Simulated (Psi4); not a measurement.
**CClF2 (chlorodifluoromethyl radical): UTPSS/6-31G(d) (spherical functions, sweep point 5)**

Aim: the vertical electron affinity of CClF2 (chlorodifluoromethyl radical) at UTPSS/6-31G* (spherical functions, sweep point 5), from 2 runs. 

The results are computed with Psi4 1.11.

4 further runs of the same task are left out: 4 set aside as unsound or not needed.

## 1. The system as given

CClF2 has 4 atoms, charge 0, and is taken as a doublet. As SMILES, `F[C](F)Cl`. The shape is that of a PBE0-D4/def2-TZVP optimisation.

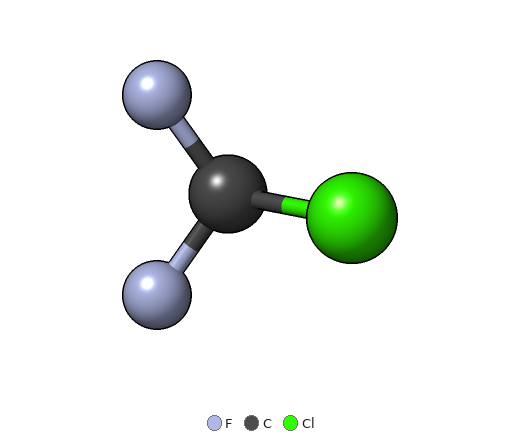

Viewed from a chosen angle; fluorine light blue, carbon dark grey, chlorine green.

## 2. The energy at UTPSS/6-31G(d) (spherical functions, sweep point 5)

The input, calc.in:

```
memory 1.6 GB

molecule geom {
  0 2
  F      0.04951082     0.31993063     2.44643944
  C     -0.43577084    -0.35942591     0.10658055
  F      1.08281307    -2.19340511    -0.60206674
  Cl    -0.59148428     2.11876093    -1.98931469
  units au
  symmetry c1
}

set {
  basis 6-31G*
  reference uks
  puream true
  scf_type pk
  dft_radial_points 99
  dft_spherical_points 590
  d_convergence 1e-06
  e_convergence 1e-06
  maxiter 150
}

e_tot, wfn = energy("tpss", return_wfn=True)
```

The run is started by

```console
$ psi4 calc.in calc.out -n 1
```

calc.out:

```text
[...]
  Running in c1 symmetry.
[...]
  Nuclear repulsion =  158.060087713314061
[...]
  Multiplicity = 2
[...]
  Nalpha       = 21
  Nbeta        = 20
[...]
    Number of basis functions: 60
[...]
   @UKS iter   1:  -697.89557370816101   -1.87643e-02   4.96276e-03 ADIIS/DIIS
[...]
   @UKS iter   9:  -697.92899318903881   -8.33097e-09   3.13770e-07 DIIS
[...]
   @S^2 Observed:                7.517549873E-01
[...]
    Orbital Energies [Eh]
    ---------------------
    Alpha Occupied:
       1A   -101.013558     2A    -24.477879     3A    -24.477858
       4A    -10.210405     5A     -9.269185     6A     -7.050599
       7A     -7.039313     8A     -7.038250     9A     -1.230232
      10A     -1.169460    11A     -0.832492    12A     -0.625900
      13A     -0.536718    14A     -0.506860    15A     -0.493772
      16A     -0.404995    17A     -0.391693    18A     -0.382399
      19A     -0.323526    20A     -0.309250    21A     -0.201043
    Alpha Virtual:
      22A      0.000981    23A      0.119317    24A      0.139410
      25A      0.335868    26A      0.384510    27A      0.415575
[...]
  @UKS Final Energy:  -697.92899318903881
   => Energetics <=
    Nuclear Repulsion Energy =            158.0600877133140614
    One-Electron Energy =               -1279.0715756746951683
    Two-Electron Energy =                 477.7438327263246265
    DFT Exchange-Correlation Energy =     -54.6613379539823256
    Empirical Dispersion Energy =           0.0000000000000000
    VV10 Nonlocal Energy =                  0.0000000000000000
    Total Energy =                       -697.9289931890388061
[...]
 Multipole Moments:
 ------------------------------------------------------------------------------------
     Multipole            Electronic (a.u.)      Nuclear  (a.u.)        Total (a.u.)
 ------------------------------------------------------------------------------------
 L = 1.  Multiply by 2.5417464519 to convert [e a0] to [Debye]
 Dipole X            :          0.3545654           -0.3555241           -0.0009587
 Dipole Y            :         -0.5274704            0.5054493           -0.0220211
 Dipole Z            :          0.5550180           -0.5372316            0.0177864
 Magnitude           :                                                    0.0283232
[...]
```

It took 27 s on 1 thread of Intel Xeon Platinum 8259CL at 2.50GHz (Skylake/Cascade Lake), shared host; peak memory 1.1 GiB.

## 3. The singlet anion

The input, calc.inp:

```
memory 1600 MB

molecule geom {
  -1 1
  F      0.04951082     0.31993063     2.44643944
  C     -0.43577084    -0.35942591     0.10658055
  F      1.08281307    -2.19340511    -0.60206674
  Cl    -0.59148428     2.11876093    -1.98931469
  units au
  symmetry c1
}

set {
  basis                6-31G*
  puream               true
  scf_type             pk
  dft_radial_points    99
  dft_spherical_points 590
  d_convergence        1e-06
  e_convergence        1e-06
}

e_tot, wfn = energy("tpss", return_wfn=True)
print_variables()
```

The run is started by

```console
$ psi4 calc.inp calc.out -n 1
```

calc.out:

```text
[...]
  Running in c1 symmetry.
[...]
  Nuclear repulsion =  158.060087713314061
[...]
  Multiplicity = 1
[...]
  Nalpha       = 21
  Nbeta        = 21
[...]
    Number of basis functions: 60
[...]
   @RKS iter   1:  -697.77176945610245    1.05040e-01   8.59942e-03 DIIS/ADIIS
[...]
   @RKS iter   8:  -697.89516697538329   -1.28003e-07   6.52190e-07 DIIS
[...]
    Orbital Energies [Eh]
    ---------------------
    Doubly Occupied:
       1A   -100.736926     2A    -24.169723     3A    -24.169702
       4A     -9.814094     5A     -8.991604     6A     -6.770493
       7A     -6.762817     8A     -6.761999     9A     -0.923934
      10A     -0.866818    11A     -0.544434    12A     -0.325712
      13A     -0.235312    14A     -0.212647    15A     -0.172716
      16A     -0.111153    17A     -0.101805    18A     -0.093961
      19A     -0.053701    20A     -0.045375    21A      0.183519
[...]
  @RKS Final Energy:  -697.89516697538329
   => Energetics <=
    Nuclear Repulsion Energy =            158.0600877133140614
    One-Electron Energy =               -1291.0046898927357688
    Two-Electron Energy =                 490.1065010174573331
    DFT Exchange-Correlation Energy =     -55.0570658134188804
    Empirical Dispersion Energy =           0.0000000000000000
    VV10 Nonlocal Energy =                  0.0000000000000000
    Total Energy =                       -697.8951669753832903
[...]
 Multipole Moments:
 ------------------------------------------------------------------------------------
     Multipole            Electronic (a.u.)      Nuclear  (a.u.)        Total (a.u.)
 ------------------------------------------------------------------------------------
 L = 1.  Multiply by 2.5417464519 to convert [e a0] to [Debye]
 Dipole X            :          0.9863392           -0.3555241            0.6308152
 Dipole Y            :         -0.3318661            0.5054493            0.1735832
 Dipole Z            :          0.6078938           -0.5372316            0.0706622
 Magnitude           :                                                    0.6580669
[...]
```

It took 18 s on 1 thread of Intel Xeon Platinum 8259CL at 2.50GHz (Skylake/Cascade Lake), shared host; peak memory 1.1 GiB.

## 4. Summary of results

At UTPSS/6-31G* (spherical functions, sweep point 5):

| quantity | value |
| --- | --- |
| doublet CClF2: total energy | -697.92899 Eh |
| doublet CClF2: dipole moment | 0.07 D |
| doublet CClF2: HOMO energy (highest over α and β) | -5.47 eV |
| doublet CClF2: LUMO energy (lowest over α and β) | -2.90 eV |
| doublet CClF2: ⟨S²⟩ | 0.752 |
| singlet anion: total energy | -697.89517 Eh |
| singlet anion: HOMO energy | 4.99 eV |
| singlet anion: LUMO energy | 7.88 eV |
| singlet anion: HOMO–LUMO gap (to an unbound level, set by the basis) | 2.89 eV |
| vertical electron affinity (to the singlet anion) | -0.920 eV |

What this shows: The anion lies 0.92 eV (88.8 kJ/mol) above the neutral: the electron isn't bound at this level, and such a value depends on the basis. Without diffuse functions anions come out too high. The HOMO (singlet anion) lies at positive energy, 4.99 eV, as semi-local functionals often give for anions; only total energies tell whether the electron is bound.
